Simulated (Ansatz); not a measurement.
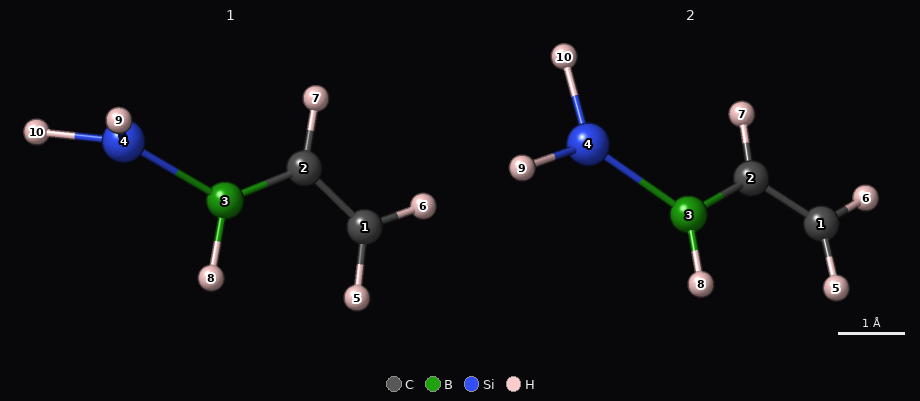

Two geometries of C₂H₆BSi (charge +1), drawn at one scale. One is the start of a relaxation, the other its converged end. Style: ball-and-stick. Shown at a tilt.

All numbers below come from RKS BLYP-D4/def2-SVP in Ansatz 0.2.0. Settings: no spin polarisation; force threshold 0.02 eV/Å; at most 50 steps.

Which of the two is the end point?

Answer. Structure 1 is the relaxed one. The run prepares an end point of a later path (hydrogen shift) calculation, from a guessed geometry. After 19 accepted moves (20 points after the start) the energy has fallen by 0.281 eV. Largest force component: 1.2 eV/Å at the start, 0.011 eV/Å at the end. The line search rejected the trial step at point 14 of the run. H10 moves most after the best rigid fit: 1.56 Å. By element the largest moves are H 1.56 Å, B 0.32 Å, C 0.26 Å, Si 0.08 Å. Some distances before and after: B3–H8 1.173 → 1.228 Å, Si4–H10 1.470 → 1.497 Å, C1–H5 1.079 → 1.102 Å, C1–C2 1.350 → 1.373 Å. Among the angles between lasting bonds that change: Si4–B3–H8 120.3° → 103.3°, C2–B3–Si4 120.4° → 133.7°, H9–Si4–H10 105.8° → 112.0°. Groups turn about B3–Si4 by about 90°.
